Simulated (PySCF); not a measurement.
**CH6N2Si2: one change and its effect**

System: CH6N2Si2, SMILES N#C[SiH2][SiH2]N.
Method of run 1: GIAO PBE0/STO-3G NMR shielding, non-relativistic, gas phase (PySCF 2.14.0).

The geometry comes from this level: PBE0-D3(BJ)/def2-SVP. Text and figures count atoms from 1; the logs count them from 0 in places.

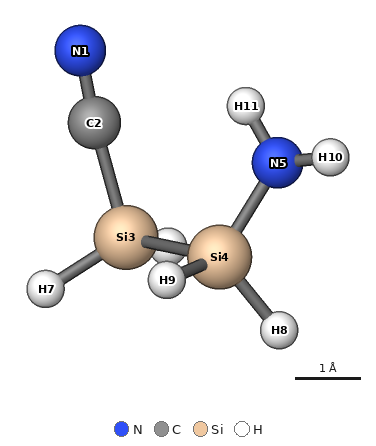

Figure 1. The input geometry (ball-and-stick view, seen at a tilt; atoms are numbered from 1 in the order of the input). Bond lengths as drawn: C–N 1.16 Å, C–Si 1.86 Å, H–N 1.01 to 1.02 Å, H–Si 1.49 to 1.50 Å, N–Si 1.73 Å and Si–Si 2.35 Å.

**The input, run 1**
```
{"job": {"kind": "nmr", "xc": "PBE0", "basis": "STO-3G", "pop": true}, "charge": 0, "multiplicity": 1}
N     -1.540047     2.552549     0.201363
C     -1.608479     1.397774     0.103738
Si    -1.518457    -0.459151    -0.043856
Si     0.751185    -0.912871     0.365659
N      1.573059     0.375610    -0.440954
H     -1.957624    -0.795194    -1.428546
H     -2.478525    -1.022786     0.948470
H      1.147399    -2.214882    -0.250288
H      0.936782    -1.044688     1.850153
H      2.578016     0.345622    -0.573875
H      1.252675     1.329158    -0.301480
```

The first line tells a small driver script what to run in PySCF; the rest is the geometry in Å.

Launched with:
```bash
OMP_NUM_THREADS=1 python <driver script> task.json out
```

Hardware: 1 CPU thread, shared host.

**Output (run 1)**
```
coarse grid: 10184 points
cycle   1  E = -721.1062925224  dE =  7.690e-02  |g| = 5.641e-01  |ddm| = 4.105e+00
cycle   2  E = -720.9368981070  dE =  1.694e-01  |g| = 9.876e-01  |ddm| = 1.706e+00
cycle   3  E = -721.1934460264  dE = -2.565e-01  |g| = 2.229e-01  |ddm| = 1.128e+00
cycle   4  E = -721.2065528036  dE = -1.311e-02  |g| = 2.027e-02  |ddm| = 2.494e-01
cycle   5  E = -721.2066760564  dE = -1.233e-04  |g| = 3.575e-03  |ddm| = 3.362e-02
cycle   6  E = -721.2066815495  dE = -5.493e-06  |g| = 6.299e-04  |ddm| = 7.735e-03
final grid: 89280 points
cycle   7  E = -721.1742243674  dE = -4.724e-06  |g| = 3.195e-03  |ddm| = 1.118e-02
cycle   8  E = -721.1742239085  dE =  4.589e-07  |g| = 3.553e-03  |ddm| = 9.024e-03
cycle   9  E = -721.1742271573  dE = -3.249e-06  |g| = 1.398e-03  |ddm| = 4.872e-03
cycle  10  E = -721.1742276516  dE = -4.943e-07  |g| = 3.939e-05  |ddm| = 1.277e-03
cycle  11  E = -721.1742276523  dE = -6.972e-10  |g| = 1.760e-05  |ddm| = 1.117e-04
converged SCF energy = -721.1742276523

GIAO shielding tensors (ppm)
atom      isotropic    diamagn.    paramagn.     s11        s22        s33       span
  0 N       29.055     322.146    -293.091   -114.828   -112.696    314.688    429.516
  1 C      132.344     268.292    -135.948     51.756     56.627    288.650    236.894
  2 Si     593.212     869.958    -276.746    570.066    590.167    619.404     49.338
  3 Si     564.922     869.496    -304.574    525.695    538.113    630.960    105.266
  4 N      338.339     313.650      24.689    292.977    306.089    415.952    122.976
  5 H       30.089      30.515      -0.426     26.570     27.240     36.457      9.888
  6 H       30.259      29.824       0.434     26.403     27.545     36.828     10.425
  7 H       30.208      30.907      -0.700     26.491     27.100     37.032     10.541
  8 H       30.055      31.422      -1.367     26.250     27.200     36.714     10.464
  9 H       34.271      31.099       3.173     24.205     30.107     48.501     24.295
 10 H       33.906      33.318       0.588     23.336     31.880     46.501     23.165
```

Run 2 used a changed input.

**The two runs side by side**

| quantity | run 1 | run 2 |
| --- | --- | --- |
| outcome | converged | converged |
| total energy (hartree) | −721.174228 | −729.636333 |
| HOMO (eV) | −3.94 | −7.26 |
| LUMO (eV) | 4.18 | −0.36 |
| dipole moment (D) | 3.35 | 3.29 |
| shielding of N1 (ppm) | 29.1 | −71.0 |
| shielding of C2 (ppm) | 132.3 | 80.6 |
| shielding of Si3 (ppm) | 593.2 | 517.4 |
| shielding of Si4 (ppm) | 564.9 | 474.6 |
| shielding of N5 (ppm) | 338.3 | 284.2 |
| shielding of H8 (ppm) | 30.2 | 27.9 |
| shielding of H9 (ppm) | 30.1 | 27.5 |
| SCF iterations | 11 | 14 |
| basis functions | 39 | 65 |
| wall time (shared host) | 2.8 s | 5.7 s |

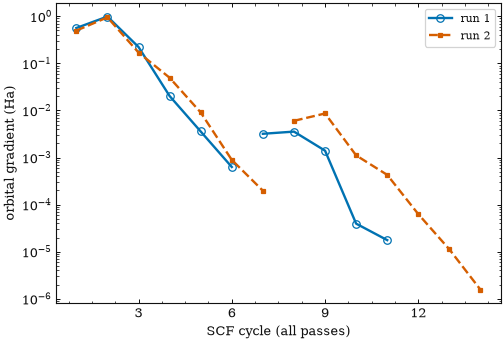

Figure 2. Convergence of the two runs: orbital gradient against the SCF cycle. A break in a curve parts two SCF passes (coarse and final grid). Run 1 takes 11 cycles in all, and run 2 takes 14.

Which change of the input explains these differences?

The change (lines with − go, lines with + come):
```diff
-"basis": "STO-3G"
+"basis": "6-31G"
```

The total energy of run 2 is 5310.1 kcal/mol lower, which measures the change of basis and not a stability. The HOMO goes from −3.94 to −7.26 eV. The LUMO goes from 4.18 to −0.36 eV. The dipole moment goes from 3.35 to 3.29 D. Of all shieldings, the largest change is that of N1, by −100.1 ppm. The SCF takes 14 iterations against 11. The basis functions go from 39 to 65.

**Output (run 2)**
```
coarse grid: 10184 points
cycle   1  E = -729.6319569583  dE =  3.228e-01  |g| = 4.966e-01  |ddm| = 3.141e+00
cycle   2  E = -729.4810263778  dE =  1.509e-01  |g| = 9.500e-01  |ddm| = 1.255e+00
cycle   3  E = -729.6878932661  dE = -2.069e-01  |g| = 1.700e-01  |ddm| = 8.149e-01
cycle   4  E = -729.6938469983  dE = -5.954e-03  |g| = 4.953e-02  |ddm| = 1.504e-01
cycle   5  E = -729.6943835256  dE = -5.365e-04  |g| = 9.066e-03  |ddm| = 5.123e-02
cycle   6  E = -729.6944102406  dE = -2.671e-05  |g| = 8.912e-04  |ddm| = 1.245e-02
cycle   7  E = -729.6944105238  dE = -2.833e-07  |g| = 1.975e-04  |ddm| = 1.893e-03
final grid: 89280 points
cycle   8  E = -729.6363245640  dE = -6.839e-06  |g| = 6.019e-03  |ddm| = 1.200e-02
cycle   9  E = -729.6363162236  dE =  8.340e-06  |g| = 8.621e-03  |ddm| = 1.346e-02
cycle  10  E = -729.6363329231  dE = -1.670e-05  |g| = 1.110e-03  |ddm| = 8.005e-03
cycle  11  E = -729.6363331789  dE = -2.558e-07  |g| = 4.278e-04  |ddm| = 9.960e-04
cycle  12  E = -729.6363332193  dE = -4.043e-08  |g| = 6.266e-05  |ddm| = 3.624e-04
cycle  13  E = -729.6363332204  dE = -1.036e-09  |g| = 1.117e-05  |ddm| = 8.524e-05
cycle  14  E = -729.6363332204  dE = -5.002e-11  |g| = 1.556e-06  |ddm| = 2.303e-05
converged SCF energy = -729.6363332204

GIAO shielding tensors (ppm)
atom      isotropic    diamagn.    paramagn.     s11        s22        s33       span
  0 N      -71.040     330.959    -401.999   -261.090   -257.750    305.720    566.810
  1 C       80.584     269.998    -189.414    -24.473    -22.639    288.862    313.335
  2 Si     517.445     881.232    -363.787    503.932    519.457    528.945     25.013
  3 Si     474.595     880.256    -405.661    431.814    451.895    540.077    108.263
  4 N      284.172     324.503     -40.331    248.799    264.890    338.827     90.028
  5 H       28.396      28.392       0.004     24.744     26.215     34.231      9.487
  6 H       28.589      28.136       0.453     24.657     26.447     34.664     10.006
  7 H       27.889      28.971      -1.082     24.226     25.576     33.865      9.639
  8 H       27.474      28.943      -1.470     23.217     25.056     34.148     10.932
  9 H       33.332      30.761       2.571     24.066     28.354     47.576     23.510
 10 H       33.073      32.780       0.293     23.357     30.352     45.509     22.152
```
